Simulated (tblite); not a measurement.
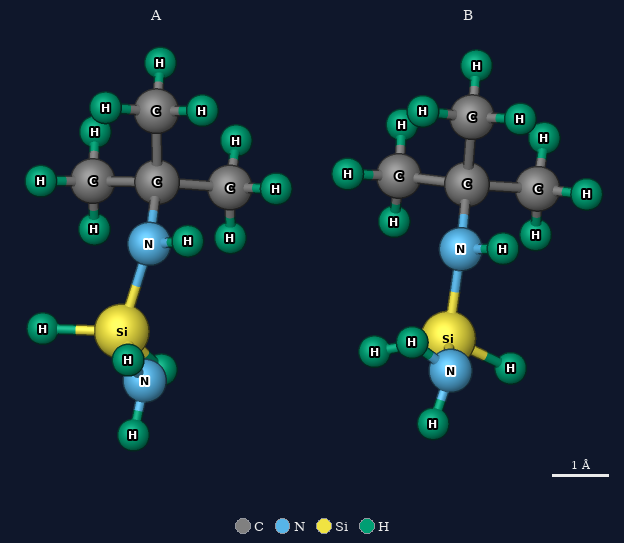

Two geometries of C$_{4}$H$_{14}$N$_{2}$Si, drawn at one scale. One is the start of a relaxation, the other its converged end. A ball-and-stick model, seen from a free direction.

Method: GFN2-xTB geometry optimisation, gas phase (tblite 0.8.0). 

Q: Which of the two is the end point?

A: Structure A is the relaxed one. The energy falls by 9.70 kcal/mol in 123 geometry steps. The atom that moves furthest after the best rigid fit is an H atom (0.74 Å). Largest moves by element: H 0.74 Å, Si 0.29 Å, N 0.26 Å, C 0.16 Å. Some distances before and after: N–Si 1.688 → 1.729 Å, N–Si 1.676 → 1.716 Å, C–H 1.107 → 1.087 Å, C–N 1.465 → 1.449 Å. Bond angles that change, for instance: Si–N–H 106.5° → 117.2°, Si–N–H 104.7° → 114.6°, Si–N–H 108.5° → 116.2°.
